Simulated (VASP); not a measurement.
Band structure of Zn3CdSe4 (space group Amm2). Method: r2SCAN meta-GGA, VASP's PBE PAW potentials (set 64) (plane waves; VASP).

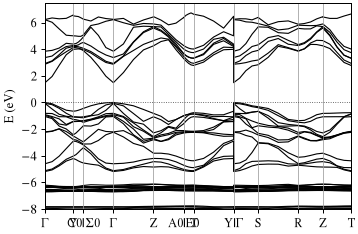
Bands along high-symmetry lines, zero at the valence-band maximum or, without a gap, the Fermi level

Task: Read the plot: is there a gap, and where are the band edges?

Result: The gap is direct, 1.48 eV, from the valence maximum at Γ to the conduction minimum at Γ.

The structure comes from a computed database's Zn3CdSe4 entry (Amm2); how it stands against other phases isn't given here. It was relaxed first.
